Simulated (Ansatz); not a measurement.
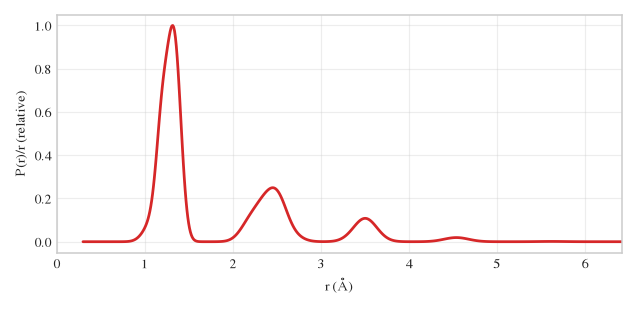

Simulated gas electron diffraction: radial distribution curve of C₂H₃BO. Each pair of atoms contributes with weight ZᵢZⱼ/r; damping constant 0.001 Å²; vibrational amplitudes assumed, not computed: 0.05 Å for bonds, 0.078 Å for bonds to H, 0.06 + 0.015 r up to 0.15 Å for other pairs. The geometry is the end point of an optimisation (Ansatz, RKS B3LYP-D4/6-31G*); it may be a saddle point or a higher isomer.

**Assign the first 3 clear peaks of the radial distribution curve (– bonded, ··· not bonded).**

Peak 1, 1.32 Å: C–C 1.20 Å, O–C 1.31 Å, O–B 1.37 Å, not resolved
Peak 2, 2.45 Å: O···H 2.22 Å, C···H 2.27–2.69 Å (×2), C···B 2.37 Å, O···C 2.52 Å, not resolved
Peak 3, 3.50 Å: C···H 3.39–3.57 Å (×2), C···B 3.49 Å, O···H 3.58 Å, not resolved
